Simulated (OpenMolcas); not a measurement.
**Relativistic diatomic calculation: ClAl⁺ (part 2 of 2)**

The same run, continued: ClAl⁺. Method: SA-CASSCF(7,7)/XMS-CASPT2 + RASSI spin-orbit (X2C scalar, AMFI), ANO-RCC-VTZP (OpenMolcas).

**The program's output (extracts), continued**
```
++ Dipole transition strengths (spin-free states):
     for osc. strength at least  1.00000000E-05
      From   To        Osc. strength     Einstein coefficients Ax, Ay, Az (sec-1)    Total A (sec-1)
         1    6       1.90995996E-03  5.80722271E+05  1.21308701E+05  0.00000000E+00  7.02030971E+05
         1    7       1.90955965E-03  1.21243123E+05  5.80640723E+05  0.00000000E+00  7.01883846E+05
         1    8       9.27279744E-02  6.81758659E+07  2.10791242E+07  0.00000000E+00  8.92549901E+07
         1    9       9.27284345E-02  2.10793710E+07  6.81760632E+07  0.00000000E+00  8.92554342E+07
         1    2       2.30340385E-02  0.00000000E+00  0.00000000E+00  2.53052366E+07  2.53052366E+07
         6    8       4.37314935E-04  0.00000000E+00  0.00000000E+00  6.14399172E+04  6.14399172E+04
         6    9       7.97999282E-04  0.00000000E+00  0.00000000E+00  1.12113737E+05  1.12113737E+05
         6    2       8.29576530E-04  1.34098671E+05  2.78769988E+04  0.00000000E+00  1.61975670E+05
         7    8       7.97998816E-04  0.00000000E+00  0.00000000E+00  1.12113664E+05  1.12113664E+05
         7    9       4.37313749E-04  0.00000000E+00  0.00000000E+00  6.14397511E+04  6.14397511E+04
         7    2       8.29416554E-04  2.78631346E+04  1.34081295E+05  0.00000000E+00  1.61944430E+05
         8    2       2.40215236E-05  8.24359766E+01  2.55496691E+01  0.00000000E+00  1.07985646E+02
         8    3       1.82008101E-03  1.54685444E+05  3.03690284E+04  0.00000000E+00  1.85054473E+05
         8    4       1.82939213E-03  3.08371618E+04  1.57057247E+05  0.00000000E+00  1.87894409E+05
         8    5       2.36459084E-03  6.19115315E+04  2.00221680E+05  0.00000000E+00  2.62133212E+05
         9    2       2.40048954E-05  2.55080885E+01  8.24027856E+01  0.00000000E+00  1.07910874E+02
         9    3       1.82000349E-03  3.03655409E+04  1.54681042E+05  0.00000000E+00  1.85046583E+05
         9    4       1.82916888E-03  1.57044449E+05  3.08270227E+04  0.00000000E+00  1.87871472E+05
         9    5       2.36471665E-03  2.00227880E+05  6.19192678E+04  0.00000000E+00  2.62147148E+05
 Electric-quadrupole - electric-quadrupole not included
 Electric-dipole - electric-octupole not included
 Electric-dipole - magnetic-quadrupole not included
   Eigenvalues of complex Hamiltonian:
  (Shifted by EMIN (a.u.) =       -703.4483228070)
 SO State       Relative EMIN(au)   Rel lowest level(eV)    D:o, cm**(-1)      Omega
     1            -0.0000109569        0.0000000000              0.0000         0.5
     2            -0.0000109569        0.0000000000              0.0000         0.5
     3             0.1057243692        2.8772047999          23206.2217         1.5
     4             0.1057243692        2.8772047999          23206.2217         1.5
     5             0.1081726420        2.9438256961          23743.5555         0.5
     6             0.1081726420        2.9438256961          23743.5555         0.5
     7             0.1727411790        4.7008250957          37914.7114         0.5
     8             0.1727411790        4.7008250957          37914.7114         0.5
     9             0.1733588704        4.7176333350          38050.2789         1.5
    10             0.1733588704        4.7176333350          38050.2789         1.5
    11             0.1849294110        5.0324837834          40589.7191         0.5
    12             0.1849294110        5.0324837834          40589.7191         0.5
    13             0.2125572371        5.7842752323          46653.3260         1.5
    14             0.2125572371        5.7842752323          46653.3260         1.5
    15             0.2126320535        5.7863110883          46669.7463         0.5
    16             0.2126320535        5.7863110883          46669.7463         0.5
    17             0.2197219732        5.9792376327          48225.8038         3.5
    18             0.2197219732        5.9792376327          48225.8038         3.5
    19             0.2202232384        5.9928777546          48335.8188         2.5
    20             0.2202232384        5.9928777546          48335.8188         2.5
    21             0.2208678563        6.0104186989          48477.2961         1.5
    22             0.2208678563        6.0104186989          48477.2961         1.5
    23             0.2217823762        6.0353040549          48678.0100         0.5
    24             0.2217823762        6.0353040549          48678.0100         0.5
    25             0.2277693168        6.1982170062          49991.9916         0.5
    26             0.2277693168        6.1982170062          49991.9916         0.5
    27             0.2279082978        6.2019988720          50022.4944         1.5
    28             0.2279082978        6.2019988720          50022.4944         1.5
    29             0.2290804988        6.2338960873          50279.7628         1.5
    30             0.2290804988        6.2338960873          50279.7628         1.5
    31             0.2302803729        6.2665463236          50543.1047         2.5
    32             0.2302803729        6.2665463236          50543.1047         2.5
    33             0.2318835890        6.3101720574          50894.9700         0.5
    34             0.2318835890        6.3101720574          50894.9700         0.5
 Weights of the five most important spin-orbit-free states for each spin-orbit state.
 SO State  Total energy (au)           Spin-free states, spin, and weights
    1        -0.000011       1 0.5  0.9999    7 0.5  0.0000    6 0.5  0.0000   13 1.5  0.0000    9 0.5  0.0000
    2        -0.000011       1 0.5  0.9999    7 0.5  0.0000    6 0.5  0.0000   13 1.5  0.0000    9 0.5  0.0000
    3         0.105724       6 0.5  0.5000    7 0.5  0.5000   10 1.5  0.0000    8 0.5  0.0000    9 0.5  0.0000
    4         0.105724       6 0.5  0.5000    7 0.5  0.5000   10 1.5  0.0000    8 0.5  0.0000    9 0.5  0.0000
    5         0.108173       7 0.5  0.4998    6 0.5  0.4998    2 0.5  0.0003    1 0.5  0.0001   11 1.5  0.0000
    6         0.108173       7 0.5  0.4998    6 0.5  0.4998    2 0.5  0.0003    1 0.5  0.0001   11 1.5  0.0000
    7         0.172741       8 0.5  0.4996    9 0.5  0.4996   11 1.5  0.0002   12 1.5  0.0002    2 0.5  0.0002
    8         0.172741       8 0.5  0.4996    9 0.5  0.4996   11 1.5  0.0002   12 1.5  0.0002    2 0.5  0.0002
    9         0.173359       9 0.5  0.4996    8 0.5  0.4996   10 1.5  0.0003   13 1.5  0.0002   11 1.5  0.0001
   10         0.173359       9 0.5  0.4996    8 0.5  0.4996   10 1.5  0.0003   13 1.5  0.0002   11 1.5  0.0001
   11         0.184929       2 0.5  0.9993   13 1.5  0.0002    6 0.5  0.0002    7 0.5  0.0002    9 0.5  0.0001
   12         0.184929       2 0.5  0.9993   13 1.5  0.0002    6 0.5  0.0002    7 0.5  0.0002    9 0.5  0.0001
   13         0.212557      10 1.5  0.9892   13 1.5  0.0105    9 0.5  0.0001    8 0.5  0.0001    6 0.5  0.0000
   14         0.212557      10 1.5  0.9892   13 1.5  0.0105    9 0.5  0.0001    8 0.5  0.0001    6 0.5  0.0000
   15         0.212632      10 1.5  0.9957    5 0.5  0.0030   13 1.5  0.0012    9 0.5  0.0000    8 0.5  0.0000
   16         0.212632      10 1.5  0.9957    5 0.5  0.0030   13 1.5  0.0012    9 0.5  0.0000    8 0.5  0.0000
   17         0.219722      11 1.5  0.5080   12 1.5  0.4920    8 0.5  0.0000    9 0.5  0.0000    6 0.5  0.0000
   18         0.219722      11 1.5  0.5080   12 1.5  0.4920    8 0.5  0.0000    9 0.5  0.0000    6 0.5  0.0000
   19         0.220223      11 1.5  0.5114   12 1.5  0.4709    4 0.5  0.0090    3 0.5  0.0087    9 0.5  0.0000
   20         0.220223      11 1.5  0.5114   12 1.5  0.4709    4 0.5  0.0090    3 0.5  0.0087    9 0.5  0.0000
   21         0.220868      12 1.5  0.5061   11 1.5  0.4669    3 0.5  0.0143    4 0.5  0.0126    9 0.5  0.0001
   22         0.220868      12 1.5  0.5061   11 1.5  0.4669    3 0.5  0.0143    4 0.5  0.0126    9 0.5  0.0001
   23         0.221782      12 1.5  0.5078   11 1.5  0.4918    9 0.5  0.0002    8 0.5  0.0002   13 1.5  0.0000
   24         0.221782      12 1.5  0.5078   11 1.5  0.4918    9 0.5  0.0002    8 0.5  0.0002   13 1.5  0.0000
   25         0.227769      13 1.5  0.9985   10 1.5  0.0012    2 0.5  0.0002    5 0.5  0.0001    9 0.5  0.0000
   26         0.227769      13 1.5  0.9985   10 1.5  0.0012    2 0.5  0.0002    5 0.5  0.0001    9 0.5  0.0000
   27         0.227908      13 1.5  0.9893   10 1.5  0.0105    9 0.5  0.0001    8 0.5  0.0001    3 0.5  0.0000
   28         0.227908      13 1.5  0.9893   10 1.5  0.0105    9 0.5  0.0001    8 0.5  0.0001    3 0.5  0.0000
   29         0.229080       3 0.5  0.5997    4 0.5  0.3734   12 1.5  0.0162   11 1.5  0.0106    8 0.5  0.0000
   30         0.229080       3 0.5  0.5997    4 0.5  0.3734   12 1.5  0.0162   11 1.5  0.0106    8 0.5  0.0000
   31         0.230280       4 0.5  0.6051    3 0.5  0.3773   11 1.5  0.0109   12 1.5  0.0067    8 0.5  0.0000
   32         0.230280       4 0.5  0.6051    3 0.5  0.3773   11 1.5  0.0109   12 1.5  0.0067    8 0.5  0.0000
   33         0.231884       5 0.5  0.9968   10 1.5  0.0031   13 1.5  0.0000    9 0.5  0.0000    8 0.5  0.0000
   34         0.231884       5 0.5  0.9968   10 1.5  0.0031   13 1.5  0.0000    9 0.5  0.0000    8 0.5  0.0000
++ Dipole transition strengths (SO states):
        for osc. strength at least   1.00000000E-05
      From   To        Osc. strength     Einstein coefficients Ax, Ay, Az (sec-1)    Total A (sec-1)
         1    3       1.91849258E-03  3.44576974E+05  3.44569005E+05  0.00000000E+00  6.89145979E+05
         1    5       1.89876088E-03  3.57008764E+05  3.57000765E+05  0.00000000E+00  7.14009530E+05
         1    6       4.56503196E-05  0.00000000E+00  0.00000000E+00  1.71663339E+04  1.71663339E+04
         1    7       9.25503623E-02  4.43717365E+07  4.43716214E+07  0.00000000E+00  8.87433579E+07
         1    9       9.27110909E-02  4.47671341E+07  4.47671999E+07  0.00000000E+00  8.95343340E+07
         1   11       2.29866744E-02  0.00000000E+00  0.00000000E+00  2.52609955E+07  2.52609955E+07
         1   12       3.49166551E-05  1.91858279E+04  1.91855108E+04  0.00000000E+00  3.83713387E+04
         1   13       3.18795607E-05  2.31414096E+04  2.31414067E+04  0.00000000E+00  4.62828163E+04
         1   16       1.09675266E-05  7.96694565E+03  7.96694398E+03  0.00000000E+00  1.59338896E+04
         1   22       1.40657356E-05  1.10243183E+04  1.10243037E+04  0.00000000E+00  2.20486220E+04
         1   23       5.16709318E-05  4.08342120E+04  4.08342077E+04  0.00000000E+00  8.16684197E+04
         1   25       2.03942244E-05  0.00000000E+00  0.00000000E+00  3.39977595E+04  3.39977595E+04
         1   27       2.73112229E-05  2.27920995E+04  2.27920717E+04  0.00000000E+00  4.55841711E+04
         2    4       1.91849258E-03  3.44576974E+05  3.44569005E+05  0.00000000E+00  6.89145979E+05
         2    5       4.56503196E-05  0.00000000E+00  0.00000000E+00  1.71663339E+04  1.71663339E+04
         2    6       1.89876088E-03  3.57008764E+05  3.57000765E+05  0.00000000E+00  7.14009530E+05
         2    8       9.25503623E-02  4.43717365E+07  4.43716214E+07  0.00000000E+00  8.87433579E+07
         2   10       9.27110909E-02  4.47671341E+07  4.47671999E+07  0.00000000E+00  8.95343340E+07
         2   11       3.49166551E-05  1.91858279E+04  1.91855108E+04  0.00000000E+00  3.83713387E+04
         2   12       2.29866744E-02  0.00000000E+00  0.00000000E+00  2.52609955E+07  2.52609955E+07
         2   14       3.18795607E-05  2.31414096E+04  2.31414067E+04  0.00000000E+00  4.62828163E+04
         2   15       1.09675266E-05  7.96694565E+03  7.96694398E+03  0.00000000E+00  1.59338896E+04
         2   21       1.40657356E-05  1.10243183E+04  1.10243036E+04  0.00000000E+00  2.20486220E+04
         2   24       5.16709318E-05  4.08342120E+04  4.08342077E+04  0.00000000E+00  8.16684197E+04
         2   26       2.03942244E-05  0.00000000E+00  0.00000000E+00  3.39977595E+04  3.39977595E+04
         2   28       2.73112229E-05  2.27920995E+04  2.27920717E+04  0.00000000E+00  4.55841711E+04
         3    9       1.22012688E-03  0.00000000E+00  0.00000000E+00  1.79329799E+05  1.79329799E+05
         3   11       8.41445146E-04  8.48041651E+04  8.48022782E+04  0.00000000E+00  1.69606443E+05
         3   31       1.01413640E-05  2.52739444E+03  2.52778510E+03  0.00000000E+00  5.05517954E+03
         4   10       1.22012688E-03  0.00000000E+00  0.00000000E+00  1.79329799E+05  1.79329799E+05
         4   12       8.41445146E-04  8.48041651E+04  8.48022782E+04  0.00000000E+00  1.69606443E+05
         4   32       1.01413640E-05  2.52739444E+03  2.52778510E+03  0.00000000E+00  5.05517954E+03
         5    7       1.24688066E-03  0.00000000E+00  0.00000000E+00  1.67023532
```

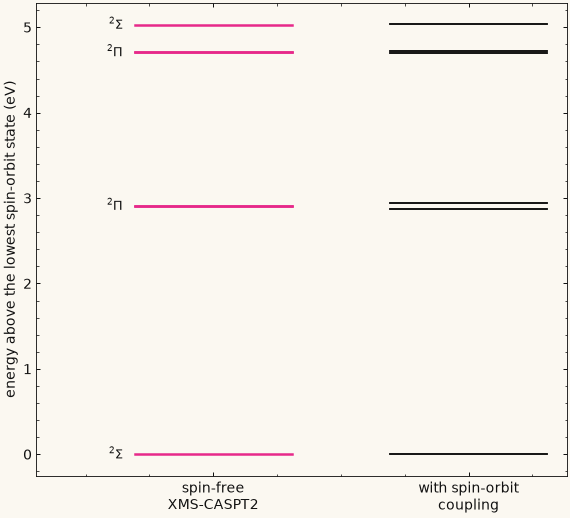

**Figure 1.** States up to 5.4 eV at 2.067 Å, without spin-orbit coupling (left, a colour for each spin multiplicity) and with it (right, where close levels merge). The spin-free states run ²Σ (0.00 eV), ²Π (2.91 eV), ²Π (4.71 eV), ²Σ (5.03 eV) from the lowest. The lowest spin-orbit levels have |Ω| = 1/2 (0 cm⁻¹), 3/2 (23,206 cm⁻¹), 1/2 (23,744 cm⁻¹), 1/2 (37,915 cm⁻¹), 3/2 (38,050 cm⁻¹).

Outcome of the run: converged; components of a degenerate state are split by 63 cm⁻¹.
